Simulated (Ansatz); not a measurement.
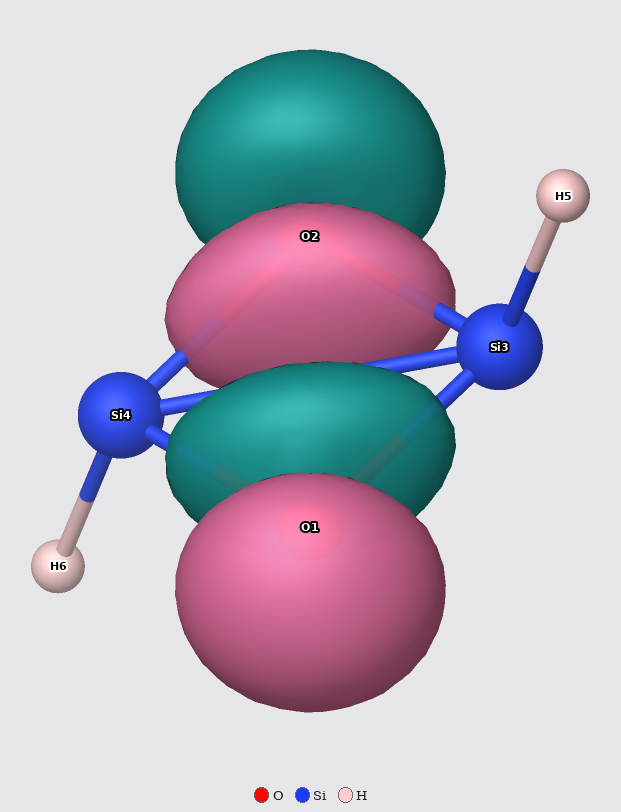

The picture shows: H₂O₂Si₂. The HOMO−1 at ±0.15 Å⁻³ᐟ² (teal and pink are the two phases), seen at an oblique angle.

Geometry: r2SCAN-D4/def2-SVP.

The calculation used Ansatz, isolated molecule in a Gaussian basis; Kohn-Sham density functional theory, functional PBE0.

```xyz
6

O     0.3868   -0.5486   -0.1837
O     1.6991    0.3019    1.6144
Si    1.5271   -1.2353    0.8880
Si    0.5586    0.9892    0.5426
H     0.8801   -2.2217    1.8267
H     1.2071    1.9742   -0.3967
```

What is the character of this orbital?

Answer. It lies mainly on O1 (about 45 %) and O2 (about 45 %); it is ungerade (odd under inversion); largely a combination of lone pairs on O1 and O2. Its energy is −9.76 eV.
